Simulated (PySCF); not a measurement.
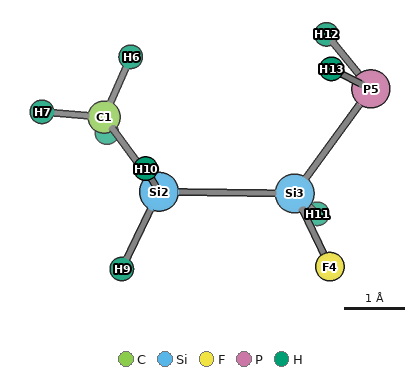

Fig. 1: The structure as given in the input (ball-and-stick view, seen at a tilt; atoms are numbered from 1 in the order of the input). Bond lengths as drawn: C–H 1.06 to 1.11 Å, C–Si 1.92 Å, F–Si 1.59 Å, H–P 1.39 to 1.40 Å, H–Si 1.45 to 1.48 Å, P–Si 2.23 Å and Si–Si 2.34 Å.

## Geometry relaxation of CH$_{8}$FPSi$_{2}$

- system: CH$_{8}$FPSi$_{2}$
- method: PBE0-D3(BJ)/def2-SVP geometry optimisation, gas phase (PySCF 2.14.0)

### What the program printed
```
step   0  E = -1062.24493005  max force = 0.032489
step   1  E = -1062.25376959  max force = 0.009784
step   2  E = -1062.25419486  max force = 0.004522
step   3  E = -1062.25430588  max force = 0.001046
step   4  E = -1062.25434990  max force = 0.001391
step   5  E = -1062.25439532  max force = 0.002058
step   6  E = -1062.25442117  max force = 0.001387
step   7  E = -1062.25445085  max force = 0.000602
step   8  E = -1062.25447783  max force = 0.001030
step   9  E = -1062.25449626  max force = 0.001041
step  10  E = -1062.25450190  max force = 0.000429
optimisation converged
```

### Trajectory as extended XYZ (Å, eV, eV/Å), 8 of the 11 frames kept, from step=0 to step=10
```
13
Properties=species:S:1:pos:R:3:forces:R:3 step=0 energy=-28905.15684
C     1.9828    0.2866    0.3222   -1.2836   1.5845  -0.6921
Si    0.6996   -0.1097   -1.0471    0.6836   0.3249   1.3642
Si   -1.2774   -0.9006   -0.0826    0.6242   0.2519   0.7471
F    -2.1482   -1.4121   -1.3069   -1.1476  -0.4601  -1.6707
P    -2.5900    0.5082    1.0502   -0.6303  -0.3860   0.3025
H     1.5589    1.0408    1.0211    0.1062  -0.2743  -0.1513
H     2.8775    0.7352   -0.1033    0.3723   0.1208  -0.2772
H     2.2639   -0.5660    0.8769    0.3977  -1.4222   0.8748
H     1.3041   -1.0870   -1.9330    0.1742  -0.7048  -0.5932
H     0.4705    1.1127   -1.8276   -0.2906   0.4256  -0.2602
H    -1.1946   -2.1090    0.7627    0.4355  -0.1442   0.4338
H    -1.6029    0.8494    1.9880    0.4211   0.0639   0.4373
H    -2.3385    1.6345    0.2691    0.1371   0.6201  -0.5151
13
Properties=species:S:1:pos:R:3:forces:R:3 step=1 energy=-28905.39738
C     1.9097    0.3532    0.3964    0.0328  -0.2652   0.1239
Si    0.7222   -0.0988   -1.0027    0.0462   0.0398   0.0481
Si   -1.2914   -0.9620   -0.1602   -0.1711  -0.1885  -0.4750
F    -2.1982   -1.4757   -1.4470    0.3101   0.1982   0.5031
P    -2.5464    0.5044    1.0119   -0.0444   0.1505   0.0665
H     1.4461    1.0693    1.0910   -0.0419   0.0172   0.0099
H     2.8206    0.8218   -0.0072   -0.0064  -0.0294  -0.0212
H     2.2112   -0.5418    0.9778   -0.0792   0.2175  -0.1605
H     1.3325   -1.1107   -1.9229    0.0221   0.0218   0.0129
H     0.4051    1.1302   -1.7972   -0.0364  -0.0205  -0.0248
H    -1.0620   -2.1381    0.7392   -0.0217   0.0324  -0.0256
H    -1.4846    0.7958    1.9329   -0.0275  -0.0754  -0.0813
H    -2.2575    1.6349    0.1793    0.0175  -0.0983   0.0240
13
Properties=species:S:1:pos:R:3:forces:R:3 step=3 energy=-28905.41197
C     1.8727    0.3610    0.4020   -0.0131   0.0538  -0.0125
Si    0.7173   -0.0948   -1.0147   -0.0032   0.0075  -0.0092
Si   -1.2846   -0.9645   -0.1668   -0.0166  -0.0240  -0.0129
F    -2.2021   -1.4684   -1.4234   -0.0140  -0.0131  -0.0071
P    -2.5141    0.5147    1.0237    0.0016   0.0026  -0.0006
H     1.3880    1.0739    1.0869    0.0057   0.0015  -0.0034
H     2.7891    0.8306    0.0135    0.0044   0.0005   0.0064
H     2.1626   -0.5283    0.9792    0.0050  -0.0405   0.0228
H     1.3562   -1.0984   -1.9234    0.0125   0.0045   0.0018
H     0.3805    1.1204   -1.8225   -0.0051  -0.0035  -0.0030
H    -1.0542   -2.1367    0.7339    0.0088  -0.0057   0.0002
H    -1.4204    0.7486    1.9172    0.0063  -0.0012   0.0145
H    -2.1838    1.6243    0.1858    0.0078   0.0177   0.0030
13
Properties=species:S:1:pos:R:3:forces:R:3 step=4 energy=-28905.41317
C     1.8554    0.3703    0.4052   -0.0136   0.0469  -0.0210
Si    0.7154   -0.0952   -1.0214   -0.0068  -0.0018  -0.0098
Si   -1.2850   -0.9717   -0.1757    0.0393   0.0178   0.0704
F    -2.2096   -1.4731   -1.4244   -0.0608  -0.0364  -0.0715
P    -2.4949    0.5160    1.0277    0.0152  -0.0024  -0.0124
H     1.3612    1.0833    1.0830    0.0052   0.0006   0.0002
H     2.7750    0.8413    0.0260    0.0028  -0.0008   0.0044
H     2.1407   -0.5179    0.9867    0.0059  -0.0311   0.0242
H     1.3705   -1.0951   -1.9227    0.0106   0.0038   0.0028
H     0.3729    1.1142   -1.8354   -0.0004   0.0010   0.0005
H    -1.0513   -2.1435    0.7251    0.0039  -0.0047  -0.0055
H    -1.3943    0.7263    1.9192   -0.0029  -0.0044   0.0115
H    -2.1488    1.6277    0.1980    0.0017   0.0114   0.0062
13
Properties=species:S:1:pos:R:3:forces:R:3 step=6 energy=-28905.41511
C     1.8074    0.4072    0.4144   -0.0003  -0.0145   0.0007
Si    0.7163   -0.0980   -1.0381   -0.0054  -0.0081  -0.0061
Si   -1.2833   -0.9927   -0.2060    0.0542   0.0382   0.0713
F    -2.2270   -1.4827   -1.4456   -0.0367  -0.0113  -0.0478
P    -2.4483    0.5072    1.0309    0.0066  -0.0099  -0.0197
H     1.2866    1.1269    1.0641   -0.0020   0.0030   0.0018
H     2.7363    0.8782    0.0585   -0.0002  -0.0025  -0.0033
H     2.0797   -0.4711    1.0202   -0.0016   0.0191  -0.0014
H     1.4221   -1.0891   -1.9103    0.0013   0.0011   0.0040
H     0.3646    1.0942   -1.8733    0.0006   0.0030   0.0024
H    -1.0498   -2.1711    0.6862   -0.0020  -0.0019  -0.0092
H    -1.3505    0.6378    1.9417   -0.0131  -0.0088   0.0010
H    -2.0471    1.6356    0.2487   -0.0015  -0.0074   0.0064
13
Properties=species:S:1:pos:R:3:forces:R:3 step=7 energy=-28905.41591
C     1.7865    0.4343    0.4197    0.0083  -0.0310   0.0142
Si    0.7229   -0.0990   -1.0435    0.0014  -0.0008   0.0026
Si   -1.2783   -1.0023   -0.2250    0.0005   0.0073  -0.0037
F    -2.2254   -1.4795   -1.4708    0.0204   0.0197   0.0178
P    -2.4378    0.4903    1.0248   -0.0077  -0.0108  -0.0110
H     1.2526    1.1631    1.0481   -0.0049   0.0046  -0.0010
H     2.7204    0.9014    0.0721   -0.0012  -0.0001  -0.0037
H     2.0511   -0.4324    1.0461   -0.0047   0.0280  -0.0127
H     1.4560   -1.0884   -1.8946   -0.0047  -0.0022   0.0016
H     0.3699    1.0820   -1.8937   -0.0019   0.0004   0.0001
H    -1.0527   -2.1908    0.6552    0.0020  -0.0002  -0.0044
H    -1.3614    0.5703    1.9660   -0.0084  -0.0052  -0.0023
H    -1.9966    1.6335    0.2870    0.0009  -0.0099   0.0024
13
Properties=species:S:1:pos:R:3:forces:R:3 step=9 energy=-28905.41715
C     1.7743    0.4744    0.4289    0.0078  -0.0041   0.0041
Si    0.7391   -0.0952   -1.0405    0.0068   0.0084   0.0098
Si   -1.2653   -1.0122   -0.2490   -0.0433  -0.0223  -0.0535
F    -2.1963   -1.4671   -1.5168    0.0425   0.0171   0.0439
P    -2.4550    0.4491    1.0051   -0.0103  -0.0032   0.0061
H     1.2273    1.2184    1.0276   -0.0032   0.0020  -0.0021
H     2.7129    0.9346    0.0845   -0.0019   0.0047   0.0018
H     2.0307   -0.3730    1.0832   -0.0020   0.0031  -0.0040
H     1.4959   -1.0882   -1.8660   -0.0044  -0.0029  -0.0022
H     0.3852    1.0701   -1.9118   -0.0018  -0.0016  -0.0022
H    -1.0509   -2.2177    0.6099    0.0062  -0.0002   0.0028
H    -1.4257    0.4751    1.9997    0.0027   0.0006  -0.0014
H    -1.9650    1.6142    0.3365    0.0009  -0.0016  -0.0030
13
Properties=species:S:1:pos:R:3:forces:R:3 step=10 energy=-28905.41730
C     1.7732    0.4876    0.4331    0.0024   0.0095  -0.0049
Si    0.7445   -0.0907   -1.0371    0.0028   0.0053   0.0053
Si   -1.2593   -1.0169   -0.2553   -0.0205  -0.0118  -0.0221
F    -2.1795   -1.4690   -1.5303    0.0159  -0.0008   0.0123
P    -2.4660    0.4310    0.9977   -0.0034  -0.0006   0.0071
H     1.2216    1.2336    1.0253   -0.0013   0.0002   0.0001
H     2.7118    0.9486    0.0897   -0.0014   0.0046   0.0028
H     2.0290   -0.3554    1.0926    0.0006  -0.0060   0.0032
H     1.5055   -1.0844   -1.8579   -0.0009  -0.0005  -0.0017
H     0.3880    1.0699   -1.9136    0.0003  -0.0003  -0.0010
H    -1.0429   -2.2255    0.5989    0.0035  -0.0006   0.0028
H    -1.4483    0.4512    2.0042    0.0036   0.0007  -0.0008
H    -1.9704    1.6023    0.3443   -0.0018   0.0003  -0.0032
```

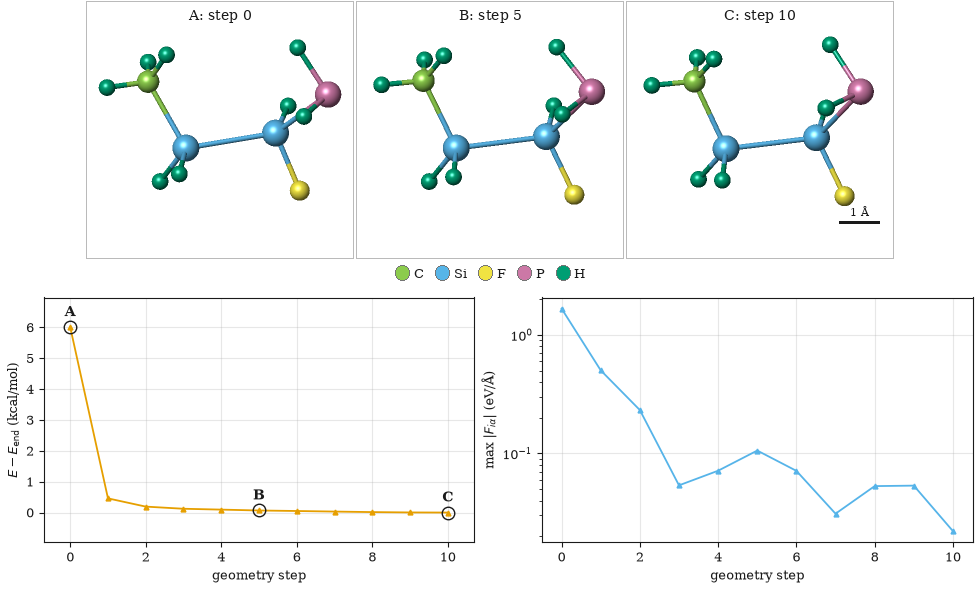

Fig. 2: Frames of the relaxation (ball-and-stick view, seen at a tilt) above the curves, on which the letters mark them (steps are counted from 0).

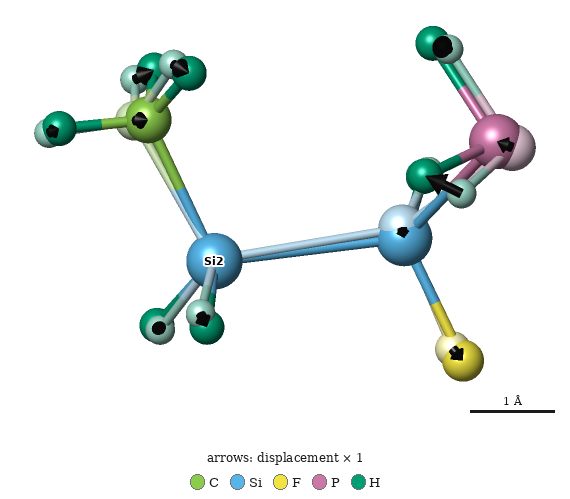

Fig. 3: Start (faint) and end (solid) with the displacements as black arrows, at true length (ball-and-stick view, seen at a tilt). The two geometries are laid on each other by the best rigid fit. The energy falls by 6.01 kcal/mol in 10 geometry steps. The largest force component goes from 1.7 to 0.022 eV/Å. The atom that moves furthest after the best rigid fit is H13 (0.49 Å). Largest moves by element: H 0.49 Å, C 0.21 Å, P 0.21 Å, F 0.19 Å, Si 0.12 Å. Among the contacts that change: Si3–F4 1.587 → 1.636 Å, Si2–H9 1.451 → 1.497 Å, C1–H8 1.055 → 1.100 Å, P5–H13 1.394 → 1.430 Å. Among the angles that change: Si2–Si3–P5 119.5° → 112.8°, F4–Si3–H11 102.0° → 107.6°, Si2–Si3–H11 117.7° → 112.7°. (Atoms are counted from 1 in the order of the input.)

This output came from the following input.

### Input
```
{"job": {"xc": "PBE0", "basis": "def2-SVP", "d3": "d3bj", "grid": 1, "shake": 0.01, "kind": "geom"}, "charge": 0, "multiplicity": 1}
C      1.982830     0.286620     0.322220
Si     0.699560    -0.109680    -1.047090
Si    -1.277410    -0.900630    -0.082570
F     -2.148220    -1.412050    -1.306920
P     -2.589990     0.508180     1.050160
H      1.558910     1.040750     1.021060
H      2.877510     0.735220    -0.103330
H      2.263920    -0.566010     0.876940
H      1.304140    -1.086950    -1.933030
H      0.470530     1.112740    -1.827560
H     -1.194620    -2.108960     0.762710
H     -1.602860     0.849410     1.988020
H     -2.338470     1.634480     0.269060
```

The first line tells a small driver script what to run in PySCF; the rest is the geometry in Å.

Launched with:
```bash
OMP_NUM_THREADS=1 python <driver script> task.json out
```

### Key numbers

- outcome: converged
- total energy: −1062.254502 hartree
- dipole moment: 2.77 D
- point group: C1
- hardware: 1 CPU thread, shared host
- wall time: 1.8 min
- peak memory: 0.52 GiB
